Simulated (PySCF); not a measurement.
**What a change does: NMR shielding calculation on CH$_{6}$Al$_{2}$Cl$_{2}$O**

System: CH$_{6}$Al$_{2}$Cl$_{2}$O, SMILES C[O][AlH-]1[Cl+][AlH2-][Cl+]1.
Method of run 1: GIAO PBE0/6-31G NMR shielding, non-relativistic, gas phase (PySCF 2.14.0).

The geometry comes from this level: PBE0-D3(BJ)/def2-SVP. Text and figures count atoms from 1; the logs count them from 0 in places.

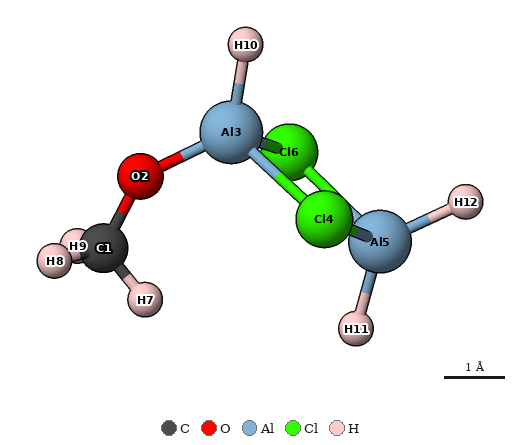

**Figure 1.** The structure (ball-and-stick view, seen at a tilt; atoms are numbered from 1 in the order of the input). Sticks mark near contacts.

The input, run 1:
```
{"job": {"kind": "nmr", "xc": "PBE0", "basis": "6-31G", "pop": true}, "charge": 0, "multiplicity": 1}
C     -2.050679    -0.980386     0.131623
O     -1.722036     0.367941     0.145840
Al    -0.374996     1.381525     0.153779
Cl     1.103142     0.647116     1.780177
Al     2.566676    -0.102161     0.156499
Cl     1.120647     0.679087    -1.470621
H     -1.263256    -1.615355     0.580153
H     -2.978998    -1.152907     0.702495
H     -2.222043    -1.340013    -0.898973
H     -0.491420     2.941770     0.162175
H      2.517619    -1.678647     0.140499
H      3.840363     0.826710     0.173741
```

The first line tells a small driver script what to run in PySCF; the rest is the geometry in Å.

Command:
```bash
OMP_NUM_THREADS=1 python <driver script> task.json out
```

Hardware: 1 CPU thread, shared host.

Output (run 1):
```
coarse grid: 12392 points
cycle   1  E = -1521.4764886261  dE =  4.457e-01  |g| = 7.215e-01  |ddm| = 3.006e+00
cycle   2  E = -1521.1583462336  dE =  3.181e-01  |g| = 1.432e+00  |ddm| = 2.141e+00
cycle   3  E = -1521.5928976682  dE = -4.346e-01  |g| = 1.142e-01  |ddm| = 1.533e+00
cycle   4  E = -1521.5963893824  dE = -3.492e-03  |g| = 4.128e-02  |ddm| = 2.171e-01
cycle   5  E = -1521.5969233454  dE = -5.340e-04  |g| = 4.674e-03  |ddm| = 6.414e-02
cycle   6  E = -1521.5969318743  dE = -8.529e-06  |g| = 7.129e-04  |ddm| = 9.843e-03
final grid: 101920 points
cycle   7  E = -1521.5306954952  dE = -2.538e-06  |g| = 7.839e-03  |ddm| = 1.639e-02
cycle   8  E = -1521.5306796021  dE =  1.589e-05  |g| = 1.213e-02  |ddm| = 1.577e-02
cycle   9  E = -1521.5307083124  dE = -2.871e-05  |g| = 1.122e-03  |ddm| = 9.799e-03
cycle  10  E = -1521.5307086339  dE = -3.214e-07  |g| = 7.828e-05  |ddm| = 1.203e-03
cycle  11  E = -1521.5307086361  dE = -2.242e-09  |g| = 1.697e-05  |ddm| = 1.633e-04
cycle  12  E = -1521.5307086362  dE = -7.299e-11  |g| = 6.611e-06  |ddm| = 3.080e-05
converged SCF energy = -1521.5307086362

GIAO shielding tensors (ppm)
atom      isotropic    diamagn.    paramagn.     s11        s22        s33       span
  0 C      148.883     240.035     -91.151    123.172    127.241    196.236     73.064
  1 O      286.881     401.037    -114.156    210.135    315.646    334.862    124.726
  2 Al     520.177     794.622    -274.445    462.392    486.329    611.810    149.418
  3 Cl     938.421    1150.282    -211.861    779.766    943.177   1092.318    312.552
  4 Al     458.760     795.442    -336.682    404.908    427.659    543.712    138.804
  5 Cl     931.641    1150.313    -218.671    780.954    926.458   1087.512    306.558
  6 H       28.733      28.090       0.643     23.425     28.169     34.605     11.181
  7 H       28.420      27.759       0.660     23.703     25.904     35.652     11.949
  8 H       28.496      27.765       0.731     24.170     26.027     35.290     11.120
  9 H       27.405      28.576      -1.171     23.394     24.114     34.706     11.311
 10 H       27.065      28.222      -1.157     24.073     24.493     32.628      8.556
 11 H       27.145      28.102      -0.956     23.770     24.658     33.007      9.237
```

For run 2 the input was changed thus:
```diff
-"basis": "6-31G"
+"basis": "STO-3G"
```

What does this change do to the results?

The total energy of run 2 is 10718.1 kcal/mol higher, which measures the change of basis and not a stability. The HOMO goes from −8.09 to −4.21 eV. The LUMO goes from −0.86 to 4.44 eV. The dipole moment goes from 1.30 to 0.46 D. Of all shieldings, the largest change is that of Cl6, by +256.4 ppm. The SCF takes 11 iterations against 12. The basis functions go from 82 to 52.

Output (run 2):
```
coarse grid: 12392 points
cycle   1  E = -1504.3716317765  dE = -5.171e-01  |g| = 6.366e-01  |ddm| = 3.882e+00
cycle   2  E = -1504.1132478450  dE =  2.584e-01  |g| = 1.231e+00  |ddm| = 2.533e+00
cycle   3  E = -1504.5213447140  dE = -4.081e-01  |g| = 8.920e-02  |ddm| = 1.740e+00
cycle   4  E = -1504.5243573103  dE = -3.013e-03  |g| = 2.772e-02  |ddm| = 2.103e-01
cycle   5  E = -1504.5246349845  dE = -2.777e-04  |g| = 2.883e-03  |ddm| = 4.663e-02
cycle   6  E = -1504.5246380610  dE = -3.077e-06  |g| = 7.562e-04  |ddm| = 5.964e-03
final grid: 101920 points
cycle   7  E = -1504.4503658582  dE = -1.594e-06  |g| = 4.504e-03  |ddm| = 1.351e-02
cycle   8  E = -1504.4503635385  dE =  2.320e-06  |g| = 5.229e-03  |ddm| = 1.368e-02
cycle   9  E = -1504.4503720810  dE = -8.542e-06  |g| = 2.754e-04  |ddm| = 7.728e-03
cycle  10  E = -1504.4503721072  dE = -2.622e-08  |g| = 1.316e-05  |ddm| = 4.275e-04
cycle  11  E = -1504.4503721073  dE = -6.980e-11  |g| = 4.949e-06  |ddm| = 3.544e-05
converged SCF energy = -1504.4503721073

GIAO shielding tensors (ppm)
atom      isotropic    diamagn.    paramagn.     s11        s22        s33       span
  0 C      187.703     246.327     -58.624    165.131    167.881    230.095     64.964
  1 O      390.985     377.957      13.028    278.935    438.672    455.349    176.414
  2 Al     501.281     782.166    -280.886    455.255    456.707    591.881    136.626
  3 Cl    1191.425    1133.137      58.288   1124.667   1207.240   1242.368    117.701
  4 Al     436.247     781.521    -345.274    381.599    424.453    502.690    121.091
  5 Cl    1188.043    1133.566      54.476   1124.107   1199.697   1240.324    116.217
  6 H       30.886      33.292      -2.406     26.099     30.936     35.623      9.524
  7 H       30.441      28.464       1.976     26.298     26.835     38.188     11.890
  8 H       30.612      30.598       0.014     26.302     28.166     37.369     11.067
  9 H       29.855      30.709      -0.854     26.347     26.636     36.581     10.234
 10 H       29.968      31.572      -1.605     27.228     27.379     35.295      8.066
 11 H       29.958      29.905       0.054     26.666     27.505     35.704      9.038
```

The two runs side by side:

| quantity | run 1 | run 2 |
| --- | --- | --- |
| outcome | converged | converged |
| total energy (hartree) | −1521.530709 | −1504.450372 |
| HOMO (eV) | −8.09 | −4.21 |
| LUMO (eV) | −0.86 | 4.44 |
| dipole moment (D) | 1.30 | 0.46 |
| shielding of C1 (ppm) | 148.9 | 187.7 |
| shielding of O2 (ppm) | 286.9 | 391.0 |
| shielding of Al3 (ppm) | 520.2 | 501.3 |
| shielding of Cl4 (ppm) | 938.4 | 1191.4 |
| shielding of Al5 (ppm) | 458.8 | 436.2 |
| shielding of Cl6 (ppm) | 931.6 | 1188.0 |
| shielding of H11 (ppm) | 27.1 | 30.0 |
| SCF iterations | 12 | 11 |
| basis functions | 82 | 52 |
| wall time (shared host) | 7.9 s | 4 s |
